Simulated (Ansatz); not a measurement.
# Resistivity from frozen vibrations: Pb(111) with 4 thermally displaced layers, 2x2, part 2 of 2

Wanted: the phonon-limited resistivity of Pb at 80 K by the Landauer route. The measured value for the pure metal at this temperature is 4.9 µΩ cm (CRC Handbook of Chemistry and Physics, 84th ed., 2003, Electrical Resistivity of Pure Metals).

Ansatz 0.2.0; Ansatz plane-wave DFT, PBE, PAW files; ballistic transport by layer matching (Landauer), zero bias; PAW set soft_1.

So far. Step 2 (With 4 displaced layers): Over the solved energies the transmission per spin lies between 4.39 and 4.75, out of 4.92 channels of the lead on average (up to 5.17).

## (3) With 8 displaced layers

System of this step: Pb(111) with 8 thermally displaced layers, 2x2. The cell holds 56 atoms: 56 Pb. Its edges and angles: a = 7.001 Å, b = 7.001 Å, c = 40.068 Å, α = 87.5°, β = 92.5°, γ = 120.0°. It derives from Pb. Regions: lead, 24 atoms (24 Pb); scattering region, 32 atoms (32 Pb). The structure is stacked along c, and the current runs across the ab planes.

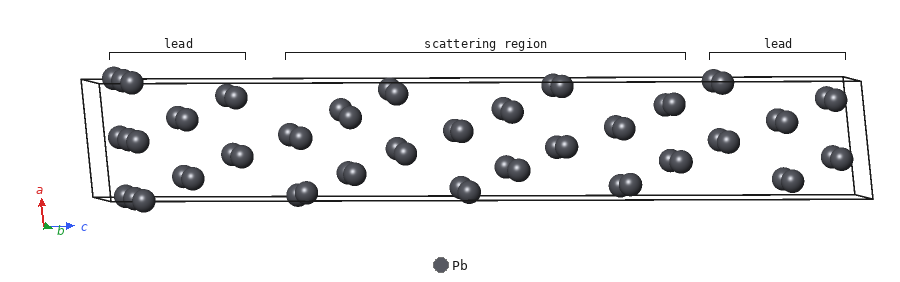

The cell of this step (lead dark grey). Some periodic images of atoms are drawn too.

Contents of input.yaml:

```yaml
crystal:
  lattice:
    - [7.0014885046, 0.0, 0.0]
    - [-3.5007442523, 6.0634669093, 0.0]
    - [-1.7503721261, 1.0105778182, 40.0168399779]
  atoms:
    - { symbol: Pb, position: [0.005952381, 0.994047619, 0.0357142857] }
    - { symbol: Pb, position: [0.005952381, 0.494047619, 0.0357142857] }
    - { symbol: Pb, position: [0.505952381, 0.994047619, 0.0357142857] }
    - { symbol: Pb, position: [0.505952381, 0.494047619, 0.0357142857] }
    - { symbol: Pb, position: [0.1845238095, 0.3154761905, 0.1071428571] }
    - { symbol: Pb, position: [0.1845238095, 0.8154761905, 0.1071428571] }
    - { symbol: Pb, position: [0.6845238095, 0.3154761905, 0.1071428571] }
    - { symbol: Pb, position: [0.6845238095, 0.8154761905, 0.1071428571] }
    - { symbol: Pb, position: [0.3630952381, 0.1369047619, 0.1785714286] }
    - { symbol: Pb, position: [0.3630952381, 0.6369047619, 0.1785714286] }
    - { symbol: Pb, position: [0.8630952381, 0.1369047619, 0.1785714286] }
    - { symbol: Pb, position: [0.8630952381, 0.6369047619, 0.1785714286] }
    - { symbol: Pb, position: [0.0684943218, 0.9740682069, 0.2506523834] }
    - { symbol: Pb, position: [0.0292327294, 0.4580799445, 0.2511983684] }
    - { symbol: Pb, position: [0.5307355986, 0.9629627506, 0.2507846987] }
    - { symbol: Pb, position: [0.5415946374, 0.4442690883, 0.2487920888] }
    - { symbol: Pb, position: [0.2091672499, 0.2651396219, 0.3246037169] }
    - { symbol: Pb, position: [0.2169670236, 0.7838038082, 0.3209565577] }
    - { symbol: Pb, position: [0.7449052164, 0.2954761516, 0.3225847309] }
    - { symbol: Pb, position: [0.6977694765, 0.7801807126, 0.3226766128] }
    - { symbol: Pb, position: [0.4061164686, 0.0931919574, 0.3961831507] }
    - { symbol: Pb, position: [0.3813326099, 0.5929362893, 0.3945640387] }
    - { symbol: Pb, position: [0.9114405142, 0.12525678, 0.393201277] }
    - { symbol: Pb, position: [0.8895968694, 0.5969737848, 0.3908652999] }
    - { symbol: Pb, position: [0.0680246739, 0.9300370623, 0.4653466089] }
    - { symbol: Pb, position: [0.086855937, 0.4130140971, 0.4673691114] }
    - { symbol: Pb, position: [0.583734635, 0.9417182737, 0.4634956813] }
    - { symbol: Pb, position: [0.5715258303, 0.4253145037, 0.46616859] }
    - { symbol: Pb, position: [0.2536971412, 0.2374015659, 0.5332659436] }
    - { symbol: Pb, position: [0.2446589311, 0.7498025357, 0.5375209667] }
    - { symbol: Pb, position: [0.7480321909, 0.2308386799, 0.5373079887] }
    - { symbol: Pb, position: [0.7384871836, 0.7352680495, 0.5368479286] }
    - { symbol: Pb, position: [0.4131976726, 0.0703079066, 0.6060810954] }
    - { symbol: Pb, position: [0.435269453, 0.5645026906, 0.6075118088] }
    - { symbol: Pb, position: [0.9376304876, 0.0559074693, 0.6097368022] }
    - { symbol: Pb, position: [0.9475362162, 0.5752865881, 0.6092692691] }
    - { symbol: Pb, position: [0.1264199201, 0.8970507313, 0.6787094216] }
    - { symbol: Pb, position: [0.0971615872, 0.3855119368, 0.6771667108] }
    - { symbol: Pb, position: [0.5996351144, 0.8901914279, 0.6775335646] }
    - { symbol: Pb, position: [0.5961498371, 0.3742576283, 0.6790614131] }
    - { symbol: Pb, position: [0.3033706889, 0.2242697641, 0.7499745993] }
    - { symbol: Pb, position: [0.311333331, 0.7248770731, 0.7520995807] }
    - { symbol: Pb, position: [0.7744931367, 0.223032472, 0.7506199625] }
    - { symbol: Pb, position: [0.798440647, 0.7126892138, 0.7506987077] }
    - { symbol: Pb, position: [0.4702380952, 0.0297619048, 0.8214285714] }
    - { symbol: Pb, position: [0.4702380952, 0.5297619048, 0.8214285714] }
    - { symbol: Pb, position: [0.9702380952, 0.0297619048, 0.8214285714] }
    - { symbol: Pb, position: [0.9702380952, 0.5297619048, 0.8214285714] }
    - { symbol: Pb, position: [0.1488095238, 0.8511904762, 0.8928571429] }
    - { symbol: Pb, position: [0.1488095238, 0.3511904762, 0.8928571429] }
    - { symbol: Pb, position: [0.6488095238, 0.8511904762, 0.8928571429] }
    - { symbol: Pb, position: [0.6488095238, 0.3511904762, 0.8928571429] }
    - { symbol: Pb, position: [0.3273809524, 0.1726190476, 0.9642857143] }
    - { symbol: Pb, position: [0.3273809524, 0.6726190476, 0.9642857143] }
    - { symbol: Pb, position: [0.8273809524, 0.1726190476, 0.9642857143] }
    - { symbol: Pb, position: [0.8273809524, 0.6726190476, 0.9642857143] }
kpoints:
  mp_grid: { grid: [4, 4, 1] }
hamiltonian:
  xc: pbe
  pseudopotentials: { kind: paw, azcp: { folder: soft_1 } }
scf:
  occupations: { method: fermi_dirac, width: 0.1 }
output:
  transmission: { leads: [[0, 4]], kmesh: [8, 8], e_range: [-0.05, 0.05], de: 0.05 }
  write_potential: true
  write_density: true
  volumetric_format: npy
```

Launch:

```console
$ ansatz run input.yaml --threads 4 --pin off --max-ram 15360MiB --backend cpu --events-out ev --progress --plain --runs-dir out
```

Numbers of over 12 decimals in the logs are rounded to 6 here.

Log:

```text
[...]
Crystal: 56 atoms, lattice volume = 1698.847 Å³
Basis set: ecut = 420 eV, 33213 PW (Γ)
Bands: 471, of which v1, the nominal top of the filled ones, is band 392 counted from 1 (391 counted from 0)
Symmetry: 1 space group operations
[...]
k-points: 10 of 16 (time reversal used)
[...]
SCF iter   1: F=—  HF=-666894.539346 eV  |F-HF|=—  |Δ(HF+E_count)|=         —  Δρ=7.92e-3  dr2=1.73e0  ethr=3.10e-3  ⟨swp⟩=7.2  Hψ=19184  notcnv=0  defer=51
[...]
SCF iter   8: F=-666893.976253 eV  HF=-666893.976253 eV  |F-HF|=5.09e-8  |Δ(HF+E_count)|=   7.14e-8  Δρ=1.33e-6  dr2=8.36e-8  ethr=1.28e-11  ⟨swp⟩=9.6  Hψ=23373  notcnv=0
SCF 1 converged in 8 iterations: F = -666893.976253 eV  dr2 = 8.36e-8
[...]
transmission: 171 of 1700 steps passed
transmission: 348 of 1700 steps passed
[...]
transmission: 1700 of 1700 steps passed
SCF converged after 8 iterations
Free energy (F): -666893.976253 eV
[...]
Internal energy: -666893.056164 eV  (E = F + TS)
E sigma→0 (E₀):  -666893.516209 eV
Entropy (-TS):   -0.920089 eV (-16.430 meV/atom)
Fermi energy:    11.182430 eV
[...]
--- Band table (eV; the first three rows and the last of 10) ---
  k-point 0: bands = [... 388 lower, 11.6156, 11.7118, 11.7235, 11.7674, 11.7773, 12.0430, 12.1193, 12.1426, ... 75 higher]
  k-point 1: bands = [... 388 lower, 10.9957, 11.0258, 11.1330, 11.1890, 11.4367, 11.6922, 11.8008, 11.8233, ... 75 higher]
  k-point 2: bands = [... 388 lower, 11.0388, 11.0653, 11.1347, 11.1700, 11.3220, 11.3486, 11.3657, 11.4019, ... 75 higher]
  k-point 9: bands = [... 388 lower, 11.0758, 11.1616, 11.2219, 11.2575, 11.2845, 11.3337, 11.3616, 11.3781, ... 75 higher]
--- Transmission ---
  basis      : 367 plane waves across, 50 finite elements along
  points     : 34, standing for a mesh of 8 x 8
[...]
channels       : 5.171875e0 a spin
[...]
junction   : crystal 0 to crystal 0, 2.86 to 40.02 Å
    transmission   : 4.573549e0 a spin
[...]
```

Elapsed: 14 min, on 4 threads of Intel Xeon Platinum 8375C at 2.90GHz (Ice Lake), shared host; peak memory 9.1 GiB; 46 min of CPU time.

This step gave:

| Property | Result |
| --- | --- |
| free energy | -666893.9763 eV |
| energy at zero smearing | -666893.5162 eV |
| Fermi energy | 11.18 eV |
| transmission at the energy nearest the Fermi level, one spin | 4.574 |
| channels at the energy nearest the Fermi level, one spin | 5.172 |
| step of the lead's Hamiltonian | 3.9 meV |

Per spin. The transmission, zone mean by energy, zero at the Fermi level:

| energy (eV) | transmission, zone mean |
| --- | --- |
| -0.0500 | 4.39 |
| 0.0000 | 4.57 |
| 0.0500 | 4.58 |

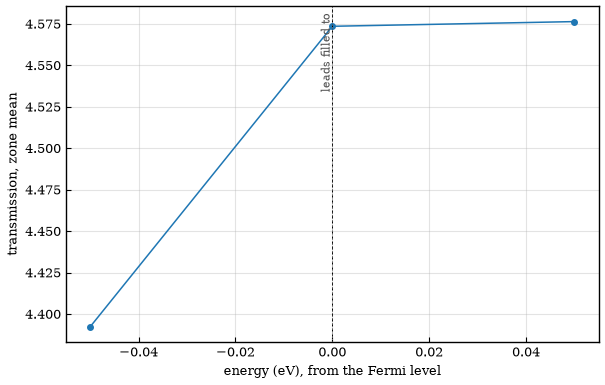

Transmission, zone mean against energy.

Over the solved energies the transmission per spin lies between 4.39 and 4.58, out of 5.08 channels of the lead on average (up to 5.17).

## (4) With 12 displaced layers

System of this step: Pb(111) with 12 thermally displaced layers, 2x2. The cell holds 72 atoms: 72 Pb. Its edges and angles: a = 7.001 Å, b = 7.001 Å, c = 51.450 Å, α = 90.0°, β = 90.0°, γ = 120.0°. It derives from Pb. Regions: lead, 24 atoms (24 Pb); scattering region, 48 atoms (48 Pb). The structure is stacked along c, and the current runs across the ab planes.

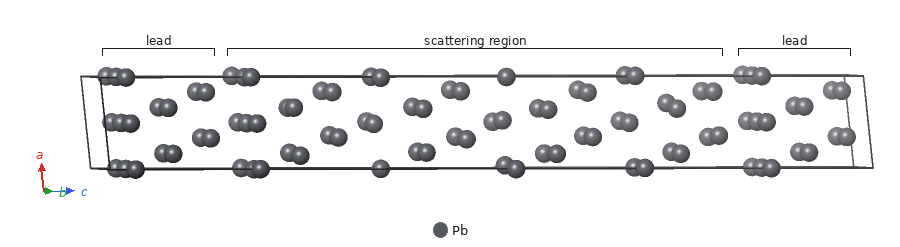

The cell of this step (lead dark grey). Some periodic images of atoms are drawn too.

Contents of input.yaml:

```yaml
crystal:
  lattice:
    - [7.0014885046, 0.0, 0.0]
    - [-3.5007442523, 6.0634669093, 0.0]
    - [0.0, 0.0, 51.4502228287]
  atoms:
    - { symbol: Pb, position: [0.0, 0.0, 0.0277777778] }
    - { symbol: Pb, position: [0.0, 0.5, 0.0277777778] }
    - { symbol: Pb, position: [0.5, 0.0, 0.0277777778] }
    - { symbol: Pb, position: [0.5, 0.5, 0.0277777778] }
    - { symbol: Pb, position: [0.1666666667, 0.3333333333, 0.0833333333] }
    - { symbol: Pb, position: [0.1666666667, 0.8333333333, 0.0833333333] }
    - { symbol: Pb, position: [0.6666666667, 0.3333333333, 0.0833333333] }
    - { symbol: Pb, position: [0.6666666667, 0.8333333333, 0.0833333333] }
    - { symbol: Pb, position: [0.3333333333, 0.1666666667, 0.1388888889] }
    - { symbol: Pb, position: [0.3333333333, 0.6666666667, 0.1388888889] }
    - { symbol: Pb, position: [0.8333333333, 0.1666666667, 0.1388888889] }
    - { symbol: Pb, position: [0.8333333333, 0.6666666667, 0.1388888889] }
    - { symbol: Pb, position: [0.0011705774, 0.9956760215, 0.1917444993] }
    - { symbol: Pb, position: [0.9940222058, 0.4903171068, 0.1959780624] }
    - { symbol: Pb, position: [0.4974900235, 0.0010056625, 0.1932381724] }
    - { symbol: Pb, position: [0.4946030153, 0.4998610564, 0.1923355061] }
    - { symbol: Pb, position: [0.1691648772, 0.3320554366, 0.2483165129] }
    - { symbol: Pb, position: [0.1447354934, 0.8395142866, 0.2495774897] }
    - { symbol: Pb, position: [0.6597143663, 0.3304882799, 0.2525790358] }
    - { symbol: Pb, position: [0.666668844, 0.8343768718, 0.2478886513] }
    - { symbol: Pb, position: [0.3560473111, 0.1777200275, 0.3070703916] }
    - { symbol: Pb, position: [0.339352382, 0.6777099896, 0.3060822265] }
    - { symbol: Pb, position: [0.8388141956, 0.1648331346, 0.3034629268] }
    - { symbol: Pb, position: [0.8324121177, 0.6433554, 0.305214893] }
    - { symbol: Pb, position: [0.9915842555, 0.9874362285, 0.3619816244] }
    - { symbol: Pb, position: [0.9952783186, 0.4947368649, 0.3618491833] }
    - { symbol: Pb, position: [0.5033944856, 0.0167336217, 0.3616101077] }
    - { symbol: Pb, position: [0.4833394227, 0.4765766281, 0.3592543608] }
    - { symbol: Pb, position: [0.1777011498, 0.3327236851, 0.4162646852] }
    - { symbol: Pb, position: [0.1760850127, 0.8178807224, 0.4158351487] }
    - { symbol: Pb, position: [0.6652679098, 0.3403971834, 0.4157245782] }
    - { symbol: Pb, position: [0.650597699, 0.8139954284, 0.4177021982] }
    - { symbol: Pb, position: [0.3388745284, 0.1609275571, 0.4724541326] }
    - { symbol: Pb, position: [0.3170046135, 0.6609825366, 0.4741786394] }
    - { symbol: Pb, position: [0.848666419, 0.1945005802, 0.4711045646] }
    - { symbol: Pb, position: [0.838209985, 0.6643113263, 0.4730255714] }
    - { symbol: Pb, position: [0.9965442672, 0.9932390121, 0.526545934] }
    - { symbol: Pb, position: [0.0315231905, 0.4990681918, 0.5249145194] }
    - { symbol: Pb, position: [0.497317224, 0.0081686277, 0.5270678649] }
    - { symbol: Pb, position: [0.5202321933, 0.5120763105, 0.5275614871] }
    - { symbol: Pb, position: [0.1556872346, 0.3212280761, 0.5823395196] }
    - { symbol: Pb, position: [0.158551753, 0.8478431983, 0.5855918131] }
    - { symbol: Pb, position: [0.6464427998, 0.3190971051, 0.5808223971] }
    - { symbol: Pb, position: [0.637898751, 0.7959099969, 0.5817115236] }
    - { symbol: Pb, position: [0.3447823004, 0.1625022054, 0.6401022291] }
    - { symbol: Pb, position: [0.3388374854, 0.6878781607, 0.6391717389] }
    - { symbol: Pb, position: [0.8447228212, 0.1974167846, 0.6384282032] }
    - { symbol: Pb, position: [0.8218081058, 0.6690991608, 0.6388337508] }
    - { symbol: Pb, position: [0.0055737039, 0.9888966913, 0.695586983] }
    - { symbol: Pb, position: [0.0048750862, 0.4919560924, 0.6946762186] }
    - { symbol: Pb, position: [0.5054629224, 0.0282609293, 0.6934447058] }
    - { symbol: Pb, position: [0.488852609, 0.4871594043, 0.6939530208] }
    - { symbol: Pb, position: [0.171230298, 0.3425832096, 0.74913323] }
    - { symbol: Pb, position: [0.1561958989, 0.8162682945, 0.7488252529] }
    - { symbol: Pb, position: [0.7016911713, 0.3458776248, 0.7488905328] }
    - { symbol: Pb, position: [0.6468364801, 0.8215800796, 0.7499692033] }
    - { symbol: Pb, position: [0.3292118497, 0.1576990437, 0.8037288748] }
    - { symbol: Pb, position: [0.3508943556, 0.6721083099, 0.8050237432] }
    - { symbol: Pb, position: [0.8278413561, 0.1602871921, 0.801386953] }
    - { symbol: Pb, position: [0.8280914282, 0.6537693712, 0.8041319426] }
    - { symbol: Pb, position: [0.0, 0.0, 0.8611111111] }
    - { symbol: Pb, position: [0.0, 0.5, 0.8611111111] }
    - { symbol: Pb, position: [0.5, 0.0, 0.8611111111] }
    - { symbol: Pb, position: [0.5, 0.5, 0.8611111111] }
    - { symbol: Pb, position: [0.1666666667, 0.3333333333, 0.9166666667] }
    - { symbol: Pb, position: [0.1666666667, 0.8333333333, 0.9166666667] }
    - { symbol: Pb, position: [0.6666666667, 0.3333333333, 0.9166666667] }
    - { symbol: Pb, position: [0.6666666667, 0.8333333333, 0.9166666667] }
    - { symbol: Pb, position: [0.3333333333, 0.1666666667, 0.9722222222] }
    - { symbol: Pb, position: [0.3333333333, 0.6666666667, 0.9722222222] }
    - { symbol: Pb, position: [0.8333333333, 0.1666666667, 0.9722222222] }
    - { symbol: Pb, position: [0.8333333333, 0.6666666667, 0.9722222222] }
kpoints:
  mp_grid: { grid: [4, 4, 1] }
hamiltonian:
  xc: pbe
  pseudopotentials: { kind: paw, azcp: { folder: soft_1 } }
scf:
  occupations: { method: fermi_dirac, width: 0.1 }
output:
  transmission: { leads: [[0, 4]], kmesh: [8, 8], e_range: [-0.05, 0.05], de: 0.05 }
  write_potential: true
  write_density: true
  volumetric_format: npy
```

Log:

```text
[...]
Crystal: 72 atoms, lattice volume = 2184.231 Å³
Basis set: ecut = 420 eV, 42621 PW (Γ)
Bands: 605, of which v1, the nominal top of the filled ones, is band 504 counted from 1 (503 counted from 0)
Symmetry: 1 space group operations
[...]
k-points: 10 of 16 (time reversal used)
[...]
SCF iter   1: F=—  HF=-857435.801354 eV  |F-HF|=—  |Δ(HF+E_count)|=         —  Δρ=7.98e-3  dr2=2.40e0  ethr=3.10e-3  ⟨swp⟩=7.0  Hψ=24277  notcnv=0  defer=109
[...]
SCF iter   8: F=-857435.076151 eV  HF=-857435.076151 eV  |F-HF|=1.64e-8  |Δ(HF+E_count)|=   2.63e-8  Δρ=1.28e-6  dr2=5.74e-8  ethr=9.92e-12  ⟨swp⟩=10.2  Hψ=29288  notcnv=0
SCF 1 converged in 8 iterations: F = -857435.076151 eV  dr2 = 5.74e-8
[...]
transmission: 222 of 2176 steps passed
transmission: 441 of 2176 steps passed
[...]
transmission: 2176 of 2176 steps passed
SCF converged after 8 iterations
Free energy (F): -857435.076151 eV
[...]
Internal energy: -857433.995948 eV  (E = F + TS)
E sigma→0 (E₀):  -857434.536050 eV
Entropy (-TS):   -1.080203 eV (-15.003 meV/atom)
Fermi energy:    11.221086 eV
[...]
--- Band table (eV; the first three rows and the last of 10) ---
  k-point 0: bands = [... 500 lower, 11.6603, 11.7164, 11.7300, 11.7412, 11.8228, 11.8364, 11.8888, 12.0384, ... 97 higher]
  k-point 1: bands = [... 500 lower, 10.9699, 11.2392, 11.2883, 11.4139, 11.4304, 11.5266, 11.5480, 11.6582, ... 97 higher]
  k-point 2: bands = [... 500 lower, 11.1339, 11.1598, 11.1978, 11.2151, 11.2324, 11.2438, 11.2995, 11.3101, ... 97 higher]
  k-point 9: bands = [... 500 lower, 11.1402, 11.1445, 11.1878, 11.2181, 11.2278, 11.2610, 11.2872, 11.3058, ... 97 higher]
--- Transmission ---
  basis      : 367 plane waves across, 64 finite elements along
  points     : 34, standing for a mesh of 8 x 8
[...]
channels       : 5.171875e0 a spin
[...]
junction   : crystal 0 to crystal 0, -0.00 to 48.59 Å
    transmission   : 4.185345e0 a spin
[...]
```

The job ended after 20 min (4 threads; peak memory 10 GiB).

Numbers from this step:

* free energy: -857435.0762 eV
* energy at zero smearing: -857434.5360 eV
* Fermi energy: 11.22 eV
* transmission at the energy nearest the Fermi level, one spin: 4.185
* step of the lead's Hamiltonian: 5.9 meV

Per spin. The transmission, zone mean by energy, zero at the Fermi level:

| energy (eV) | transmission, zone mean |
| --- | --- |
| -0.0500 | 4.13 |
| 0.0000 | 4.19 |
| 0.0500 | 4.28 |

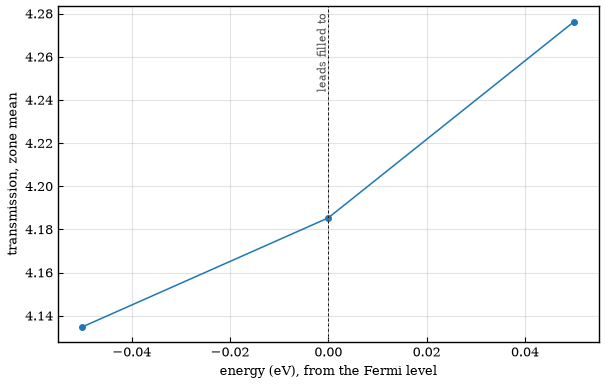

Transmission, zone mean against energy.

Over the solved energies the transmission per spin lies between 4.13 and 4.28, out of 5.23 channels of the lead on average (up to 5.36).

## (5) The fit

This step: Ansatz plane-wave DFT, PBE, PAW files; ballistic transport by layer matching (Landauer), zero bias; resistivity from the slope of the area resistance; PAW set soft_1 (Ansatz 0.2.0).

Numbers from this step:

```
resistivity           : 7.414 µΩ cm
intercept             : -0.008994 fΩ m²
scatter about the fit : 0.01818 fΩ m²
```

Resistance, by row:

| run | length (Å) | T | channels N | RA (fΩ m²) |
| --- | --- | --- | --- | --- |
| n4 | 11.43 | 4.559 | 4.922 | 0.08863 |
| n8 | 22.87 | 4.514 | 5.078 | 0.1348 |
| n12 | 34.3 | 4.199 | 5.234 | 0.2582 |

Table of area resistance by length of the displaced region:

| length of the displaced region (Å) | area resistance (fΩ m²) |
| --- | --- |
| 11.43 | 0.0886 |
| 22.87 | 0.135 |
| 34.30 | 0.258 |

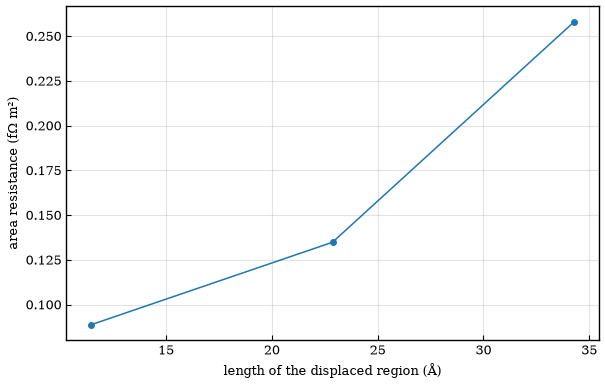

Area resistance against length of the displaced region.

The area resistance goes from 0.089 to 0.26 fΩ m² between 11 and 34.3 Å, a slope of 7.4 µΩ cm.

By hand from the end points: (0.2582 − 0.08863) fΩ m² / (34.30 − 11.4) Å = 7.4 µΩ cm, since 1 fΩ m² per Å is 1000 µΩ cm.

## (6) Outcome

```yaml
resistivity_from_the_slope: 7.41 µΩ cm
area_resistance_over_11p4_a: 0.0886 fΩ m²
area_resistance_over_22p9_a: 0.135 fΩ m²
area_resistance_over_34p3_a: 0.258 fΩ m²
```

**Reading.** The slope gives 7.4 µΩ cm. The points scatter by 0.018 fΩ m² about the line, with one random draw a length in a 2x2 cell, so the slope is a rough value. The mean square of the displacements drawn is 0.78, 0.99 and 1.2 of the nominal one at the three lengths; with each resistance scaled back by that, the slope is 4.6 µΩ cm, the value used below. The lead's own channel count moves between the runs (4.92, 5.08 and 5.23), which shifts RA and the slope too. Read with a model of isotropic scattering on a spherical Fermi surface and the lead's 0.90×10¹⁵ S/m², this slope means a mean free path near 211 Å; over these lengths the model's slope is 1.17 times its bulk resistivity, which would be 4.0 µΩ cm. Uncorrelated displacements put too much weight on short waves, which scatter strongly; with the sideways repeat of a small cell, one draw and three short lengths, the method is good to a factor of two or three. The measured value is 4.9 µΩ cm (CRC Handbook of Chemistry and Physics, 84th ed., 2003, Electrical Resistivity of Pure Metals); the scaled slope is 0.94 times that and the corrected value 0.81: fair for so small a cell. Spin-orbit coupling is left out, which matters for Pb.

[Logs are printed without paths, hosts, clocks, repeated set-up lines and the standing remarks that a program may print on its own settings, such as how far it seeks lower states.]

[Hosts, paths, dates, database ids (printed as entryN), source tags and the programs' standing remarks are cut or masked in the printed files.]
